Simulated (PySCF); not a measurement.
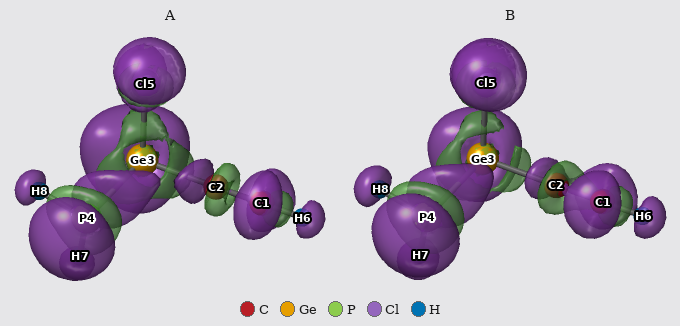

Figure 1: C2H3ClGeP, doublet, SMILES `C#[C][Ge]([PH2])[Cl]`. The two Fukui functions at ±0.015 e/Å³ (purple positive, green negative).

Level of theory: PBE0/def2-SVP (PySCF), at a geometry from GFN2-xTB. No frequency check shows the geometry to be a minimum. GFN2-xTB bond lengths at metals and heavier atoms can be off by up to 0.1 Å and shapes distorted, which carries into these values. GFN2-xTB doesn't know the spin state, so this open-shell geometry is rough.

Q: Which panel is f⁻ (electron removed) and which f⁺ (electron added)?

A: A is f⁺, B is f⁻. f⁻ (Hirshfeld-condensed) is largest on Ge3 (0.28), P4 (0.24) and Cl5 (0.17); the vertical ionisation energy is 8.45 eV (to the singlet cation, which needn't be its lowest state). f⁺ (Hirshfeld-condensed) is largest on Ge3 (0.36) and P4 (0.22); the vertical electron affinity is 2.08 eV (to the singlet anion, which needn't be its lowest state; rough: the basis has no diffuse functions).
